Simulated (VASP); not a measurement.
# A VASP study of ZrGe2Mo (r2SCAN): structure first, properties next, part 2 of 2

Aim: relax ZrGe2Mo, then compute properties on the relaxed cell. The cell is invented: it takes the structure of a Materials Project entry for ZrMoC2 (space group 166 there), with some of its atoms replaced by other elements, volume scaled by an estimate. It may not be a known or stable phase.

VASP 6.6.1; r2SCAN; plane waves and PAW (Mo_sv, Zr_sv, Ge_d); invented cell.

Still holding for the runs below: The k-mesh is coarse for a metal.

So far. Step 3 (Full relaxation (r2SCAN)): It ends with a largest force of 0.008 eV/Å and a pressure of 0.03 GPa. The relaxed cell has a = 3.719, c = 18.392 Å (conventional setting).

**4. Density, ELF and potential (r2SCAN)**

A single point on the relaxed cell gives a clean self-consistent state, with density, ELF and potential written out.

Input file INCAR:

```
SYSTEM = ZrGe2Mo
PREC = Accurate
ENCUT = 410
EDIFF = 1E-06
NELM = 100
ISMEAR = 0
SIGMA = 0.05
LREAL = .FALSE.
ALGO = Normal
METAGGA = R2SCAN
LASPH = .TRUE.
NBANDS = 33
LORBIT = 11
LWAVE = .FALSE.
LCHARG = .TRUE.
ISIF = 2
LELF = .TRUE.
LVHAR = .TRUE.
```

Input file POSCAR:

```
ZrGe2Mo
1.0
    1.8595079938      1.0735871072      6.1306764934
   -1.8595079938      1.0735871072      6.1306764934
    0.0000000000     -2.1471753466      6.1306765056
Mo Zr Ge
1 1 2
Direct
    0.0000000000      0.0000000000      0.0000000000
    0.5000000000      0.5000000000      0.5000000000
    0.2565671839      0.2565671839      0.2565671839
    0.7434328161      0.7434328161      0.7434328161
```

Input file KPOINTS:

```
Automatic mesh
0
Gamma
7 7 7
0 0 0
```

The projector-augmented-wave data sets are Mo_sv, Zr_sv and Ge_d (PBE family, release 64).

The run is started by

```bash
$ mpirun -np 2 vasp_std
```

Log:

```text
[banner, memory and clock lines left out]
running    2 mpi-ranks, on    1 nodes
 distrk:  each k-point on    2 cores,    1 groups
 distr:  one band on    1 cores,    2 groups

 POSCAR found type information on POSCAR MoZrGe
 POSCAR found :  3 types and       4 ions
 [... a notice as in an earlier step ...]

 LDA part: xc-table for (None), standard interpolation
|                                                                             |
|           W    W    AA    RRRRR   N    N  II  N    N   GGGG   !!!           |
|           W    W   A  A   R    R  NN   N  II  NN   N  G    G  !!!           |
|           W    W  A    A  R    R  N N  N  II  N N  N  G       !!!           |
|           W WW W  AAAAAA  RRRRR   N  N N  II  N  N N  G  GGG   !            |
|           WW  WW  A    A  R   R   N   NN  II  N   NN  G    G                |
|           W    W  A    A  R    R  N    N  II  N    N   GGGG   !!!           |
|                                                                             |
|     The number of bands has been changed from the values supplied in        |
|     The orbitals not found in the WAVECAR file will be initialized with     |
|     random numbers, which is usually adequate. For correlated               |
|     calculations, however, you should redo the groundstate calculation.     |
|     I found NBANDS = 33. Now, NBANDS = 34.                                  |
|                                                                             |

 POSCAR, INCAR and KPOINTS ok, starting setup
 FFT: planning ... GRIDC
 FFT: planning ... GRID_SOFT
 FFT: planning ... GRID
 WAVECAR not read
 entering main loop
       N       E                     dE             d eps       ncg     rms          rms(c)
DAV:   1     0.482345414481E+03    0.48235E+03   -0.24328E+04  3726   0.332E+03
DAV:   2    -0.126711873502E+02   -0.49502E+03   -0.48288E+03  3016   0.744E+02
DAV:   3    -0.877889647699E+02   -0.75118E+02   -0.73664E+02  4074   0.192E+02
DAV:   4    -0.931659743332E+02   -0.53770E+01   -0.52894E+01  4508   0.466E+01
DAV:   5    -0.933522691300E+02   -0.18629E+00   -0.18607E+00  4428   0.735E+00    0.229E+01
DAV:   6    -0.777780396385E+02    0.15574E+02   -0.17707E+01  4302   0.334E+01    0.559E+00
DAV:   7    -0.778425747840E+02   -0.64535E-01   -0.12574E+01  3850   0.137E+01    0.514E+00
DAV:   8    -0.773186059628E+02    0.52397E+00   -0.33571E+00  3522   0.567E+00    0.170E+00
DAV:   9    -0.773734939657E+02   -0.54888E-01   -0.16444E-01  3664   0.209E+00    0.636E-01
DAV:  10    -0.773804558393E+02   -0.69619E-02   -0.14267E-02  4148   0.938E-01    0.258E-01
DAV:  11    -0.773814817444E+02   -0.10259E-02   -0.39028E-03  4146   0.357E-01    0.874E-02
DAV:  12    -0.773815407146E+02   -0.58970E-04   -0.82875E-04  4036   0.211E-01    0.563E-02
DAV:  13    -0.773815435772E+02   -0.28626E-05   -0.98984E-05  3946   0.569E-02    0.120E-02
DAV:  14    -0.773815443202E+02   -0.74297E-06   -0.11159E-05  3408   0.237E-02    0.469E-03
DAV:  15    -0.773815429892E+02    0.13310E-05   -0.61161E-07  1824   0.604E-03    0.172E-03
DAV:  16    -0.773815429557E+02    0.33453E-07   -0.18804E-07  1672   0.363E-03
   1 F= -.77381543E+02 E0= -.77381063E+02  d E =-.959167E-03
```

Wall time 18 min (2 MPI ranks of AMD EPYC 7R43, shared host); peak memory 0.42 GiB.

Parts of OUTCAR (step 4):

```text
  LATTYP: Found a trigonal (rhomboedric) cell.
 ALAT       =     6.4958104592
 COS(alpha) =     0.8361073722

The static configuration has the point symmetry D_3d.

 Found     44 irreducible k-points:

   k-points           NKPTS =     44   k-points in BZ     NKDIM =     44   number of bands    NBANDS=     34

   ENCUT  =  410.0 eV  30.13 Ry    5.49 a.u.  10.72 10.72 10.72*2*pi/ulx,y,z

   NELECT =      54.0000    total number of electrons

 E-fermi :   9.1339

 k-point     1 :       0.0000    0.0000    0.0000
  band No.  band energies     occupation
    ...
     24       7.9798      2.00000
     25       7.9798      2.00000
     26       8.1360      2.00000
     27       9.0164      1.99911
     28       9.0164      1.99911
     29      10.7738      0.00000
     30      10.7738      0.00000
     31      11.4613      0.00000
     32      11.5055      0.00000
     33      11.5055      0.00000
    ...

 k-point     2 :       0.1429    0.0000    0.0000
  band No.  band energies     occupation
    ...
     24       7.3118      2.00000
     25       7.7366      2.00000
     26       7.8563      2.00000
     27       8.2635      2.00000
     28       9.1018      1.63571
     29      10.3632      0.00000
     30      10.4841      0.00000
     31      11.3066      0.00000
     32      11.5830      0.00000
     33      12.3171      0.00000
    ...

  Total        0.0192656      0.0192656      0.0008140      0.0000000     -0.0000000      0.0000000
  in kB        0.4203380      0.4203380      0.0177596      0.0000000     -0.0000000      0.0000000
  external PRESSURE =       0.2861452 kB  Pullay stress =       0.0000000 kB

 POSITION                                       TOTAL-FORCE (eV/Angst)
 -----------------------------------------------------------------------------------
      0.00000      0.00000      0.00000        -0.000000     -0.000000     -0.000000
      0.00000     -0.00000      9.19601         0.000000     -0.000000     -0.000000
      0.00000     -0.00000      4.71879        -0.000000      0.000000     -0.006929
      0.00000     -0.00000     13.67324        -0.000000     -0.000000      0.006929
 -----------------------------------------------------------------------------------
    total drift:                                0.000000      0.000000      0.000000

  FREE ENERGIE OF THE ION-ELECTRON SYSTEM (eV)
  ---------------------------------------------------
  free  energy   TOTEN  =       -77.3815429557 eV

  energy  without entropy=      -77.3805837886  energy(sigma->0) =      -77.38106337

[... 4 parts as in an earlier step ...]

[... 7 further parts left out ...]
```

This step gave:

```yaml
scf_cycles: 16
bands: 34
free_energy_toten: -77.3815 eV
energy_at_zero_smearing: -77.3811 eV
pressure: 0.02861 GPa
```

Valence electrons inside each PAW sphere by angular momentum. Sphere charges, by row:

```
atom  s (e)  p (e)  d (e)  tot (e)
 Mo1  2.251  6.139  3.961    12.35
 Zr2  2.139   5.98  1.641    9.759
 Ge3  1.132  1.428  10.04     12.6
 Ge4  1.132  1.428  10.04     12.6
```

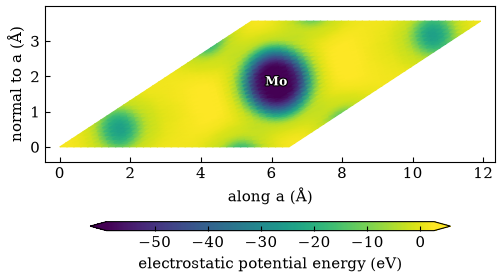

Electrostatic potential energy in the ac plane of the cell as run, not the conventional one, at fractional y = 0.000, with atoms of Mo within 0.2 Å of it. With pseudopotentials it is smooth inside the atoms' cores, unlike the true potential. The map starts off the cell's origin, so that atoms lie inside it.

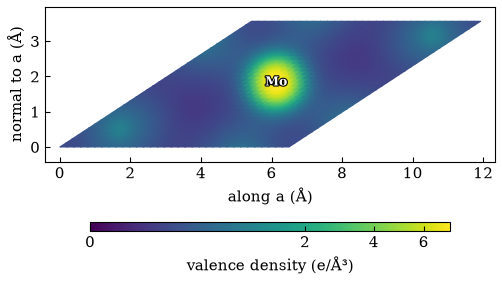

Valence density in the ac plane of the cell as run, not the conventional one, at fractional y = 0.000, with atoms of Mo within 0.2 Å of it. It is the smooth field of the valence electrons, not physical close to the nuclei. The map starts off the cell's origin, so that atoms lie inside it. The colour scale is stretched toward low values.

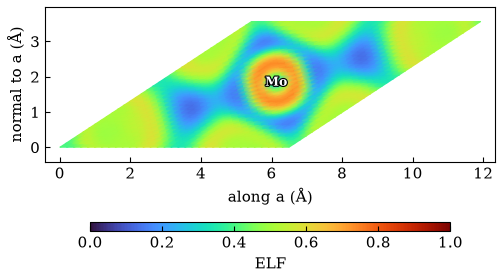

ELF in the ac plane of the cell as run, not the conventional one, at fractional y = 0.000, with atoms of Mo within 0.2 Å of it. It is the smooth field of the valence electrons, not physical close to the nuclei. The map starts off the cell's origin, so that atoms lie inside it.

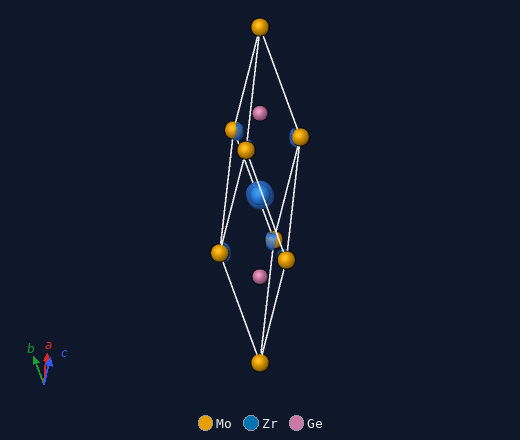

Surface of ELF = 0.73. Drawn on the cell as run, not the conventional one.

In this run the pressure is 0.03 GPa, small enough to go on.

**5. Bands along the symmetry lines (r2SCAN)**

The mesh alone shows little of the dispersion and can miss band extrema, so KPOINTS_OPT adds a path through the symmetry points after the self-consistent cycle.

Edit INCAR of step 4 so:

```diff
@@ -11,8 +11,6 @@
 LASPH = .TRUE.
-NBANDS = 33
+NBANDS = 41
 LORBIT = 11
 LWAVE = .FALSE.
-LCHARG = .TRUE.
-ISIF = 2
-LELF = .TRUE.
-LVHAR = .TRUE.
+LCHARG = .FALSE.
+KPAR = 2
```

POSCAR is that of step 4.

KPOINTS is that of step 4.

Input file KPOINTS_OPT:

```
Line mode
16
Line-mode
Reciprocal
  0.00000000   0.00000000   0.00000000 GAMMA
  0.50000000   0.00000000   0.00000000 L

  0.50000000   0.00000000   0.00000000 L
  0.50000000   0.18711071  -0.18711071 B1

  0.81288929   0.50000000   0.18711071 B
  0.50000000   0.50000000   0.50000000 Z

  0.50000000   0.50000000   0.50000000 Z
  0.00000000   0.00000000   0.00000000 GAMMA

  0.00000000   0.00000000   0.00000000 GAMMA
  0.34355536   0.00000000  -0.34355536 X

  0.65644464   0.34355536   0.00000000 Q
  0.50000000   0.50000000   0.00000000 F

  0.50000000   0.50000000   0.00000000 F
  0.65644464   0.65644464   0.18711071 P1

  0.65644464   0.65644464   0.18711071 P1
  0.50000000   0.50000000   0.50000000 Z

  0.50000000   0.00000000   0.00000000 L
  0.81288929   0.34355536   0.34355536 P
```

The run is started by

```bash
$ mpirun -np 2 vasp_std
```

Log:

```text
[... set-up lines as in an earlier step ...]
 entering main loop
       N       E                     dE             d eps       ncg     rms          rms(c)
DAV:   1     0.456873881814E+03    0.45687E+03   -0.22976E+04  4955   0.278E+03
DAV:   2    -0.159970758653E+02   -0.47287E+03   -0.44966E+03  3616   0.680E+02
DAV:   3    -0.883949196413E+02   -0.72398E+02   -0.70764E+02  4807   0.160E+02
DAV:   4    -0.932303325153E+02   -0.48354E+01   -0.47085E+01  5395   0.390E+01
[...]
DAV:  12    -0.773815686315E+02   -0.17145E-03   -0.50798E-04  4905   0.190E-01    0.557E-02
DAV:  13    -0.773815429929E+02    0.25639E-04   -0.90480E-05  4256   0.567E-02    0.102E-02
DAV:  14    -0.773815440744E+02   -0.10816E-05   -0.13097E-05  4556   0.224E-02    0.425E-03
 hard stop encountered!  aborting job ...
 [... a notice as in an earlier step ...]

 soft stop encountered!  aborting job ...
```

It took 13 min on 2 MPI ranks.

The run was stopped at its time limit, by a STOPCAR file.

More ranks or a longer limit would be the way on.

**6. Results**

```
relaxed volume                            : 18.36 Å³/atom
relaxed conventional cell a, b, c         : 3.719, 3.719, 18.392 Å; angles 90.0, 90.0, 120.0°
space group after relaxing, within 0.02 Å : R-3m (No. 166)
```

With r2SCAN, ZrGe2Mo relaxes to 18.36 Å³/atom in space group R-3m (held by the symmetry of the run). Not obtained: bands along the symmetry lines (r2SCAN), because the run hit its time limit. Spin-orbit coupling is left out; it would split some degenerate bands. The k-sampling is coarse for a metal, so the Fermi level, pressures and the shape of the cell carry errors. No search among competing phases was made. All values are for a static lattice at zero temperature.

[Lines on the potential files, build, host, timing and source positions are cut from VASP's logs without a mark.]

[Logs are printed without paths, hosts, clocks, repeated set-up lines and the standing remarks that a program may print on its own settings, such as how far it seeks lower states.]

[Hosts, paths, dates, database ids (printed as entryN), source tags and the programs' standing remarks are cut or masked in the printed files.]

[A measured line is paired with the nearest computed mode of its activity, which favours agreement.]
